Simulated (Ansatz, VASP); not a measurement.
# Cross-check of C between VASP and Ansatz, part 2 of 2

One calculation is typed for both programs; each brings its own data sets and cutoff. How far apart do they land?

VASP 6.6.1 and Ansatz 0.2.0.

So far. Step 4 (Differences): Among the levels compared (up to four filled and three empty ones at each point), filled levels agree within 6 meV and empty ones within 22 meV.

The database entry behind the starting cell differs from later determinations by our own check (about 0.1 % long), so it need not match the best structure at ambient conditions.

### Step 5. VASP: band structure, r2SCAN-EpsX

Level of this step: r2SCAN-EpsX, exact-exchange share 1/5.809; plane waves and PAW (C) (VASP).

Levels along a path test the potential and the projectors away from the mesh points.

File INCAR:

```
SYSTEM = C
PREC = Accurate
ENCUT = 460
EDIFF = 1E-06
NELM = 100
ISMEAR = 0
SIGMA = 0.03
LREAL = .FALSE.
ALGO = Normal
LHFCALC = .TRUE.
AEXX = 0.172
METAGGA = R2SCAN
LASPH = .TRUE.
NBANDS = 10
PRECFOCK = Fast
HFRCUT = -1
LORBIT = 11
LWAVE = .FALSE.
LCHARG = .FALSE.
KPAR = 4
```

File POSCAR:

```
C
1.0
    0.0000000000      1.7858110000      1.7858110000
    1.7858110000      0.0000000000      1.7858110000
    1.7858110000      1.7858110000      0.0000000000
C
2
Direct
    0.0000000000      0.0000000000      0.0000000000
    0.2500000000      0.2500000000      0.2500000000
```

File KPOINTS:

```
Automatic mesh
0
Gamma
7 7 7
0 0 0
```

File KPOINTS_OPT:

```
Line mode
10
Line-mode
Reciprocal
  0.00000000   0.00000000   0.00000000 GAMMA
  0.50000000   0.00000000   0.50000000 X

  0.50000000   0.00000000   0.50000000 X
  0.50000000   0.25000000   0.75000000 W

  0.50000000   0.25000000   0.75000000 W
  0.37500000   0.37500000   0.75000000 K

  0.37500000   0.37500000   0.75000000 K
  0.00000000   0.00000000   0.00000000 GAMMA

  0.00000000   0.00000000   0.00000000 GAMMA
  0.50000000   0.50000000   0.50000000 L

  0.50000000   0.50000000   0.50000000 L
  0.62500000   0.25000000   0.62500000 U

  0.62500000   0.25000000   0.62500000 U
  0.50000000   0.25000000   0.75000000 W

  0.50000000   0.25000000   0.75000000 W
  0.50000000   0.50000000   0.50000000 L

  0.50000000   0.50000000   0.50000000 L
  0.37500000   0.37500000   0.75000000 K

  0.62500000   0.25000000   0.62500000 U
  0.50000000   0.00000000   0.50000000 X
```

The projector-augmented-wave data sets are C (PBE family, release 64).

Command:

```console
> mpirun -np 4 vasp_std
```

Numbers of over 12 decimals in the logs are rounded to 6 here.

Output:

```text
[banner, memory and clock lines left out]
running    4 mpi-ranks, on    1 nodes
[...]
|                                                                             |
|               ----> ADVICE to this user running VASP <----                  |
|                                                                             |
|     You enforced a specific xc type in the INCAR file but a different       |
|     [... a line on the potential file left out ...]
|     I HOPE YOU KNOW WHAT YOU ARE DOING!                                     |
|                                                                             |

 LDA part: xc-table for (None), standard interpolation
 found WAVECAR, reading the header
 POSCAR, INCAR and KPOINTS ok, starting setup
[...]
HFRCUT set to (new)   9.770437
 reading WAVECAR
 the WAVECAR file was read successfully
 initial charge from wavefunction
 entering main loop
       N       E                     dE             d eps       ncg     rms          rms(c)
[...]
DAV:   6    -0.220664688923E+02   -0.69869E-05   -0.28821E-06   424   0.187E-02    0.121E-01
DAV:   7    -0.220664724017E+02   -0.35093E-05   -0.10454E-06   262   0.114E-02    0.755E-02
DAV:   8    -0.220664741854E+02   -0.17837E-05   -0.42615E-07   212   0.736E-03    0.473E-02
DAV:   9    -0.220664751098E+02   -0.92437E-06   -0.15248E-07   214   0.438E-03
   1 F= -.22066475E+02 E0= -.22066475E+02  d E =-.272788E-29
 Start KPOINTS_OPT (optional k-point list driver)
k-point batch [1-20\100]
       N       E                     dE             ncg
DAV:   1     0.276928994593E+03   -0.59879E+04      424
DAV:   2    -0.113261492092E+03   -0.39019E+03      564
DAV:   3    -0.124430413607E+03   -0.11169E+02      458
DAV:   4    -0.124492983945E+03   -0.62570E-01      436
DAV:   5    -0.124493079873E+03   -0.95928E-04      442
DAV:   6    -0.124493079984E+03   -0.11058E-06      442
[...]
k-point batch [81-100\100]
       N       E                     dE             ncg
DAV:   1     0.117993201015E+03   -0.81459E+04      416
DAV:   2    -0.243618282984E+03   -0.36161E+03      530
DAV:   3    -0.251803872344E+03   -0.81856E+01      482
DAV:   4    -0.251851170814E+03   -0.47298E-01      514
DAV:   5    -0.251851222563E+03   -0.51749E-04      482
DAV:   6    -0.251851222619E+03   -0.55601E-07      462
```

Parts of OUTCAR (step 5):

```text
 POSITION                                       TOTAL-FORCE (eV/Angst)
 -----------------------------------------------------------------------------------
      0.00000      0.00000      0.00000         0.000000      0.000000      0.000000
      0.89291      0.89291      0.89291        -0.000000     -0.000000     -0.000000
 -----------------------------------------------------------------------------------
    total drift:                                0.000000     -0.000000      0.000000

  FREE ENERGIE OF THE ION-ELECTRON SYSTEM (eV)
  ---------------------------------------------------
  free  energy   TOTEN  =       -22.0664751098 eV

  energy  without entropy=      -22.0664751098  energy(sigma->0) =      -22.06647511

[... 2 parts as in an earlier step ...]

[... 1 further part left out ...]
[key lines of the parts left out:]
E-fermi :   9.2405
```

### Step 6. Ansatz: band structure, r2SCAN-EpsX

The same cell, functional, mesh and smearing now go to Ansatz, which takes its cutoff from its data sets.

File input.yaml:

```yaml
crystal:
  lattice:
    - [0.0, 1.785811, 1.785811]
    - [1.785811, 0.0, 1.785811]
    - [1.785811, 1.785811, 0.0]
  atoms:
    - { symbol: C, position: [0.0, 0.0, 0.0] }
    - { symbol: C, position: [0.25, 0.25, 0.25] }
hamiltonian:
  xc: { exchange: r2scan, correlation: r2scan, exx: { coeff: 0.172 } }
  pseudopotentials: { kind: paw }
kpoints:
  mp_grid: { grid: [7, 7, 7] }
  band_path:
    path:
      - [0.0, 0.0, 0.0]
      - [0.38889, 0.0, 0.38889]
      - [0.5, 0.0, 0.5]
      - [0.5, 0.22222, 0.72222]
      - [0.40278, 0.34722, 0.75]
      - [0.125, 0.125, 0.25]
      - [0.27778, 0.27778, 0.27778]
      - [0.55556, 0.38889, 0.55556]
      - [0.58333, 0.25, 0.66667]
      - [0.5, 0.30556, 0.69444]
      - [0.48611, 0.48611, 0.52778]
      - [0.625, 0.25, 0.625]
      - [0.5, 0.0, 0.5]
    npoints: 1
scf:
  occupations: { method: gaussian, width: 0.03 }
  n_extra_bands: 7
output:
  forces: true
  stress: true
  eigenvalues: true
```

Command:

```console
> ansatz run input.yaml --threads 4 --pin off --max-ram 9216MiB --backend cpu --events-out ev --progress --plain --runs-dir out
```

Output:

```text
[...]
Crystal: 2 atoms, lattice volume = 11.390 Å³
Basis set: ecut = 500 eV, 283 PW (Γ), exchange–correlation on 80×80×80 points (64 copies of the dense FFT grid, shifted against one another)
Bands: 11, of which v1, the nominal top of the filled ones, is band 4 counted from 1 (3 counted from 0)
Symmetry: 48 space group operations
[...]
k-points: 20 of 343
[...]
P = ⅓ Tr σ = -9.7263 GPa (-97.263 kbar)
--- Band table (eV; the first three rows and the last of 20) ---
  k-point 0: bands = [-11.2024, 12.5718, 12.5718, 12.5718, 19.7791, 19.7791, 19.7791, 27.9237, ... 3 higher]
  k-point 1: bands = [-10.5902, 9.2615, 11.6827, 11.6827, 20.9539, 20.9539, 21.3904, 28.5394, ... 3 higher]
  k-point 2: bands = [-8.7807, 3.8881, 10.3322, 10.3322, 22.4923, 22.4923, 22.6386, 29.9418, ... 3 higher]
  k-point 19: bands = [-2.0611, -0.1700, 2.5763, 5.3224, 22.5060, 26.4907, 27.6637, 28.5363, ... 3 higher]
[key lines of the parts left out:]
Free energy (F): -502.982568 eV
Fermi energy:    15.423423 eV
```

Run time: 11 s. Hardware: 4 threads of Arm Neoverse V1, shared host; peak memory 0.52 GiB.

### Step 7. Side by side

What differs besides the data sets and the points named for the pairs above, as far as they apply: the cutoff is 500 eV in Ansatz and 460 eV in VASP. Total energies have different zeros and are not compared.

Compared:

| quantity | Ansatz | VASP | difference |
| --- | --- | --- | --- |
| gap over the path points (eV) | 5.584 | 5.560 | +0.024 |

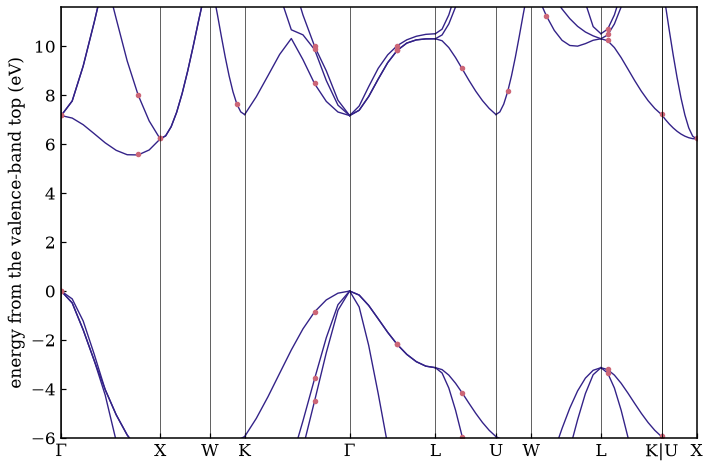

Bands from VASP (lines) and levels from Ansatz (dots). Dots without a line are higher empty bands that the VASP plot leaves out.

Levels at points of the path, from each program's valence-band top (eV; 3 filled, then empty):

| k (reciprocal lattice) | Ansatz | VASP |
| --- | --- | --- |
| 0.000 0.000 0.000 | 0.00 0.00 0.00 7.21 7.21 7.21 | 0.00 0.00 0.00 7.17 7.17 7.17 |
| 0.389 0.000 0.389 | -10.21 -6.47 -6.47 5.58 8.02 18.16 | -10.22 -6.48 -6.48 5.56 8.00 18.15 |
| 0.500 0.000 0.500 | -14.28 -6.96 -6.96 6.23 6.23 19.71 | -14.30 -6.97 -6.97 6.21 6.21 19.70 |
| 0.500 0.222 0.722 | -13.51 -9.04 -9.04 12.08 12.08 15.09 | -13.53 -9.05 -9.05 12.07 12.07 15.08 |
| 0.403 0.347 0.750 | -13.12 -10.12 -6.24 7.66 12.79 16.68 | -13.14 -10.14 -6.25 7.64 12.79 16.66 |
| 0.125 0.125 0.250 | -4.47 -3.57 -0.85 8.51 9.88 10.01 | -4.48 -3.58 -0.85 8.47 9.86 9.99 |
| 0.278 0.278 0.278 | -8.39 -2.18 -2.18 9.87 9.87 10.03 | -8.40 -2.18 -2.18 9.83 9.83 10.02 |
| 0.556 0.389 0.556 | -14.07 -5.95 -4.16 9.09 12.51 13.22 | -14.09 -5.96 -4.17 9.07 12.48 13.23 |
| 0.583 0.250 0.667 | -13.11 -10.05 -6.58 8.16 12.82 16.38 | -13.12 -10.07 -6.59 8.14 12.81 16.37 |
| 0.500 0.306 0.694 | -12.73 -9.41 -7.45 11.24 12.48 15.46 | -12.75 -9.43 -7.47 11.23 12.47 15.45 |

Among the levels compared (up to four filled and three empty ones at each point), filled levels agree within 17 meV and empty ones within 41 meV.

### Step 8. What came out

```json
{"difference in gap over the path points (band structure, PBE0)": "0.0050 eV", "difference in gap over the path points (band structure, r2SCAN-EpsX)": "0.024 eV"}
```

In words: The difference in gap over the path points is 0.024 eV (band structure, r2SCAN-EpsX), within the 0.08 eV picked in this series as the mark of a large difference. Differences of this kind measure data sets and numerical settings, not the functional's error against experiment.

[Lines on the potential files, build, host, timing and source positions are cut from VASP's logs without a mark.]

[Logs are printed without paths, hosts, clocks, repeated set-up lines and the standing remarks that a program may print on its own settings, such as how far it seeks lower states.]

[Hosts, paths, dates, database ids (printed as entryN), source tags and the programs' standing remarks are cut or masked in the printed files.]
